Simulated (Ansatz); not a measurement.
## Geometry relaxation, with input and output: CH7BFNSn (part 2 of 2)

CH7BFNSn; RKS PBE/def2-SVP (Ansatz 0.2.0). It belongs to a series of runs on one base structure; here: end point A relaxed.

Geometry of the input (Å):
```
F  -2.4379  1.2384  1.4277
B  -1.0646  1.2297  1.6477
N  -0.2530  0.1192  1.0117
C  -0.1441  0.2630  -0.4344
Sn 0.9454  -1.3414  -1.3091
H  -0.5607  2.0347  2.3743
H  0.7887  0.2550  1.3625
H  0.2683  1.2398  -0.7506
H  -1.2473  0.1835  -0.7926
H  0.9439  -1.1746  -3.0112
H  2.5749  -1.2367  -0.6706
H  0.2633  -2.8656  -0.8214
```

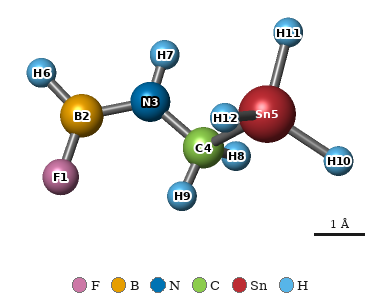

*The geometry at step 10 of the log (ball-and-stick view, seen at a tilt; atoms are numbered from 1 in the order of the input).*

### Trajectory as extended XYZ, continued
```
12
Properties=species:S:1:pos:R:3:forces:R:3 step=4 energy=-11855.12738
F    -2.3293    1.2631    1.2445    1.0777   0.0320   0.4254
B    -1.0427    1.1780    1.7349   -0.7392  -0.1199  -0.1383
N    -0.0806    0.4441    0.9884   -0.3257   0.8021  -0.4668
C    -0.1863    0.2962   -0.4813    0.1430   0.0893   0.4241
Sn    0.9159   -1.4184   -1.2908    0.0642   0.0821  -0.0896
H    -0.7606    1.7482    2.7999   -0.1718  -0.3833  -0.3724
H     0.8808    0.5346    1.3254    0.0564  -0.1280   0.0103
H     0.1920    1.2172   -0.9934   -0.0106  -0.2425   0.0111
H    -1.2482    0.1970   -0.7732   -0.0569  -0.0380   0.1028
H     0.9948   -1.2677   -3.0173   -0.0224  -0.0387   0.0505
H     2.5267   -1.3211   -0.6624    0.0212  -0.0284   0.0267
H     0.2143   -2.9261   -0.8407   -0.0359  -0.0269   0.0162
12
Properties=species:S:1:pos:R:3:forces:R:3 step=5 energy=-11855.26513
F    -2.3229    1.2406    1.2918    0.1629   0.0058   0.0497
B    -1.0523    1.1440    1.7464   -0.0563  -0.0406  -0.0835
N    -0.0550    0.5963    0.9098   -0.1325   0.1247   0.1086
C    -0.1721    0.3397   -0.5212    0.0765   0.2844   0.1455
Sn    0.9197   -1.4107   -1.2713    0.0096  -0.0006   0.0089
H    -0.7840    1.5611    2.8655   -0.0338  -0.1792  -0.1044
H     0.8957    0.5859    1.2876    0.0051  -0.0015  -0.0771
H     0.1957    1.2288   -1.0840    0.0187  -0.1467  -0.1653
H    -1.2366    0.2161   -0.7971   -0.0459  -0.0063   0.0789
H     0.9990   -1.3259   -2.9992   -0.0043  -0.0175   0.0306
H     2.5243   -1.3499   -0.6215    0.0116  -0.0050   0.0066
H     0.1654   -2.8810   -0.7729   -0.0117  -0.0174   0.0013
12
Properties=species:S:1:pos:R:3:forces:R:3 step=6 energy=-11855.30733
F    -2.3196    1.2005    1.2880    0.1014  -0.0611  -0.0032
B    -1.0521    1.0946    1.7428    0.0097   0.0098  -0.0259
N    -0.0220    0.6886    0.8705   -0.0386   0.0525  -0.0446
C    -0.1510    0.4015   -0.5490   -0.1324   0.0547   0.0519
Sn    0.9055   -1.4061   -1.2365   -0.0433   0.0207   0.0053
H    -0.8127    1.3673    2.9056    0.0043  -0.0422  -0.0195
H     0.9303    0.6702    1.2411    0.0000   0.0172   0.0135
H     0.2061    1.2423   -1.1847    0.0955  -0.0033   0.0237
H    -1.2263    0.2800   -0.7858    0.0022  -0.0483  -0.0214
H     0.9847   -1.3771   -2.9644    0.0071  -0.0183  -0.0042
H     2.5128   -1.3659   -0.5902    0.0001   0.0052   0.0125
H     0.1211   -2.8508   -0.7034   -0.0062   0.0130   0.0118
12
Properties=species:S:1:pos:R:3:forces:R:3 step=7 energy=-11855.32097
F    -2.3144    1.0884    1.2960   -0.0192  -0.0072  -0.0326
B    -1.0415    1.0482    1.7373    0.0554  -0.1090   0.0074
N     0.0007    0.7490    0.8386   -0.0129   0.0033   0.0313
C    -0.1375    0.4534   -0.5735   -0.1020   0.0237  -0.1235
Sn    0.8744   -1.3955   -1.2192    0.0206  -0.0052   0.0215
H    -0.8113    1.2497    2.9135    0.0218   0.0484   0.0236
H     0.9560    0.7423    1.2044   -0.0272   0.0287  -0.0152
H     0.2485    1.2727   -1.2230    0.0166  -0.0344   0.0602
H    -1.2137    0.3340   -0.8134    0.0471   0.0474   0.0157
H     0.9819   -1.4359   -2.9477   -0.0059  -0.0145   0.0250
H     2.4723   -1.3556   -0.5467    0.0088  -0.0124  -0.0037
H     0.0614   -2.8055   -0.6324   -0.0031   0.0310  -0.0097
12
Properties=species:S:1:pos:R:3:forces:R:3 step=8 energy=-11855.31890 accepted=F
F    -2.3161    0.9019    1.3116    0.1138  -0.0588  -0.0144
B    -1.0341    0.9435    1.7339    0.2220   0.0732  -0.1877
N     0.0195    0.8106    0.7947   -0.3775   0.0277   0.4002
C    -0.1300    0.5356   -0.6166    0.2150   0.0185  -0.2179
Sn    0.8685   -1.3555   -1.1746   -0.1545  -0.2189  -0.2078
H    -0.8029    1.1166    2.9157    0.0245  -0.0076  -0.0094
H     0.9811    0.8459    1.1441   -0.0752   0.0470  -0.0122
H     0.3056    1.3369   -1.2606   -0.0992  -0.0617   0.1152
H    -1.2079    0.4456   -0.8637    0.1102   0.0072   0.0036
H     0.9618   -1.5573   -2.9018    0.0243   0.0520   0.0950
H     2.4754   -1.3912   -0.5138   -0.0758   0.0578   0.0115
H    -0.0440   -2.6876   -0.5350    0.0725   0.0635   0.0239
12
Properties=species:S:1:pos:R:3:forces:R:3 step=9 energy=-11855.32920
F    -2.3142    0.9963    1.3009   -0.0008  -0.0369  -0.0001
B    -1.0369    0.9995    1.7353   -0.0841   0.0501   0.1023
N     0.0060    0.7614    0.8267    0.0948  -0.0241  -0.0825
C    -0.1310    0.4822   -0.5897   -0.0030   0.0066  -0.0880
Sn    0.8612   -1.3883   -1.2115    0.0062   0.0053   0.0211
H    -0.8038    1.2199    2.9087    0.0008  -0.0059   0.0084
H     0.9643    0.7912    1.1839   -0.0348   0.0144  -0.0242
H     0.2824    1.2985   -1.2251   -0.0084  -0.0377   0.0538
H    -1.2069    0.3862   -0.8379    0.0403   0.0351   0.0152
H     0.9779   -1.4777   -2.9368   -0.0098  -0.0134   0.0107
H     2.4577   -1.3602   -0.5341    0.0016  -0.0058  -0.0030
H     0.0204   -2.7640   -0.5864   -0.0028   0.0123  -0.0138
12
Properties=species:S:1:pos:R:3:forces:R:3 step=10 energy=-11855.33295
F    -2.3204    0.8994    1.3145    0.1271   0.0357   0.0151
B    -1.0387    0.9803    1.7364    0.0543  -0.1583  -0.0859
N     0.0126    0.7829    0.8148   -0.1467   0.0713   0.1360
C    -0.1193    0.5055   -0.6025    0.0429   0.0271  -0.0250
Sn    0.8525   -1.3856   -1.2002   -0.0219  -0.0071  -0.0232
H    -0.8061    1.1964    2.9119   -0.0028   0.0342  -0.0334
H     0.9719    0.8458    1.1665   -0.0601   0.0204  -0.0218
H     0.3196    1.3155   -1.2273   -0.0158  -0.0382   0.0156
H    -1.1943    0.4348   -0.8590    0.0268   0.0030   0.0013
H     0.9626   -1.5190   -2.9232    0.0032   0.0083  -0.0001
H     2.4513   -1.3693   -0.5276   -0.0113  -0.0069   0.0026
H    -0.0150   -2.7417   -0.5703    0.0041   0.0105   0.0187
12
Properties=species:S:1:pos:R:3:forces:R:3 step=11 energy=-11855.33584
F    -2.3151    0.7869    1.3146    0.2515  -0.0050   0.0436
B    -1.0337    0.9200    1.7333    0.0357   0.0182  -0.1615
N     0.0231    0.8163    0.7994   -0.1669   0.0128   0.1761
C    -0.1010    0.5433   -0.6194    0.0359   0.0107  -0.0333
Sn    0.8314   -1.3785   -1.1935   -0.0026  -0.0147   0.0116
H    -0.8064    1.1439    2.9088   -0.0103  -0.0194  -0.0361
H     0.9822    0.9235    1.1451   -0.1302  -0.0029  -0.0217
H     0.3592    1.3452   -1.2397   -0.0344  -0.0565   0.0341
H    -1.1747    0.4869   -0.8841    0.0252   0.0198  -0.0047
H     0.9455   -1.5598   -2.9143   -0.0079   0.0021   0.0320
H     2.4254   -1.3870   -0.5085    0.0005   0.0019  -0.0157
H    -0.0591   -2.6957   -0.5076    0.0036   0.0329  -0.0243
12
Properties=species:S:1:pos:R:3:forces:R:3 step=12 energy=-11855.33809
F    -2.3094    0.7598    1.3117    0.1711   0.0065   0.0338
B    -1.0322    0.9155    1.7305   -0.0440  -0.0004  -0.0390
N     0.0222    0.8221    0.8006   -0.0267   0.0154   0.0435
C    -0.0972    0.5446   -0.6180    0.0540   0.0133  -0.0332
Sn    0.8345   -1.3784   -1.1851   -0.0306  -0.0090  -0.0146
H    -0.8076    1.1426    2.9052   -0.0143  -0.0063  -0.0187
H     0.9793    0.9419    1.1465   -0.1112  -0.0025  -0.0214
H     0.3652    1.3433   -1.2401   -0.0322  -0.0387   0.0402
H    -1.1697    0.4878   -0.8868    0.0220   0.0120  -0.0012
H     0.9389   -1.5609   -2.9052   -0.0045   0.0019   0.0115
H     2.4356   -1.3923   -0.5176   -0.0173  -0.0104   0.0042
H    -0.0827   -2.6809   -0.5076    0.0337   0.0182  -0.0050
12
Properties=species:S:1:pos:R:3:forces:R:3 step=13 energy=-11855.33928
F    -2.3029    0.7331    1.3086    0.0727   0.0168   0.0160
B    -1.0312    0.9127    1.7278   -0.0898  -0.0336   0.0574
N     0.0219    0.8305    0.8013    0.0694   0.0130  -0.0697
C    -0.0915    0.5500   -0.6172    0.0218   0.0049  -0.0182
Sn    0.8305   -1.3762   -1.1844   -0.0022  -0.0237  -0.0007
H    -0.8111    1.1410    2.9023   -0.0112   0.0112  -0.0009
H     0.9758    0.9621    1.1482   -0.0589   0.0015  -0.0123
H     0.3718    1.3473   -1.2387   -0.0115  -0.0233   0.0286
H    -1.1628    0.4943   -0.8906    0.0111   0.0125   0.0030
H     0.9252   -1.5606   -2.9040    0.0007   0.0052   0.0011
H     2.4305   -1.4096   -0.5166   -0.0019   0.0071  -0.0051
H    -0.0791   -2.6795   -0.5029   -0.0003   0.0084   0.0007
12
Properties=species:S:1:pos:R:3:forces:R:3 step=14 energy=-11855.33990
F    -2.2996    0.7088    1.3081    0.0413   0.0041   0.0106
B    -1.0310    0.9030    1.7278   -0.0689  -0.0026   0.0393
N     0.0224    0.8363    0.8001    0.0506  -0.0011  -0.0610
C    -0.0859    0.5536   -0.6183   -0.0019  -0.0002  -0.0030
Sn    0.8266   -1.3783   -1.1822    0.0052  -0.0001   0.0003
H    -0.8150    1.1389    2.9013   -0.0047   0.0014   0.0052
H     0.9737    0.9799    1.1469   -0.0248   0.0016  -0.0006
H     0.3835    1.3478   -1.2374    0.0034  -0.0065   0.0119
H    -1.1561    0.5049   -0.8961    0.0030   0.0051  -0.0005
H     0.9168   -1.5642   -2.9015   -0.0016  -0.0003  -0.0033
H     2.4289   -1.4118   -0.5207    0.0000  -0.0003  -0.0018
H    -0.0874   -2.6739   -0.4940   -0.0016  -0.0009   0.0028
12
Properties=species:S:1:pos:R:3:forces:R:3 step=15 energy=-11855.34021
F    -2.2957    0.6683    1.3091    0.0289   0.0068   0.0039
B    -1.0317    0.8903    1.7276   -0.0142  -0.0094  -0.0085
N     0.0228    0.8465    0.7970   -0.0053  -0.0046  -0.0103
C    -0.0788    0.5614   -0.6212   -0.0093   0.0050   0.0085
Sn    0.8218   -1.3787   -1.1793   -0.0032   0.0026   0.0051
H    -0.8202    1.1305    2.9010    0.0011   0.0027   0.0031
H     0.9709    1.0077    1.1435   -0.0062   0.0011   0.0085
H     0.4036    1.3498   -1.2363    0.0070   0.0101  -0.0020
H    -1.1475    0.5251   -0.9064    0.0023  -0.0092  -0.0059
H     0.9031   -1.5737   -2.8984   -0.0024  -0.0020   0.0000
H     2.4268   -1.4194   -0.5251    0.0012   0.0006  -0.0018
H    -0.0982   -2.6627   -0.4776    0.0001  -0.0037  -0.0008
12
Properties=species:S:1:pos:R:3:forces:R:3 step=16 energy=-11855.34025
F    -2.2941    0.6604    1.3076    0.0061  -0.0032   0.0013
B    -1.0318    0.8861    1.7273   -0.0081   0.0139  -0.0068
N     0.0228    0.8484    0.7968   -0.0046  -0.0055  -0.0089
C    -0.0761    0.5642   -0.6217   -0.0132  -0.0045   0.0133
Sn    0.8204   -1.3785   -1.1771    0.0042   0.0028  -0.0068
H    -0.8223    1.1294    2.9004    0.0030  -0.0050   0.0039
H     0.9695    1.0138    1.1444    0.0051   0.0007   0.0084
H     0.4083    1.3529   -1.2348    0.0080   0.0040  -0.0049
H    -1.1440    0.5279   -0.9099    0.0005  -0.0023  -0.0016
H     0.8960   -1.5766   -2.8961   -0.0003  -0.0012  -0.0024
H     2.4275   -1.4207   -0.5282    0.0004  -0.0004  -0.0002
H    -0.0992   -2.6625   -0.4747   -0.0012   0.0009   0.0045
```
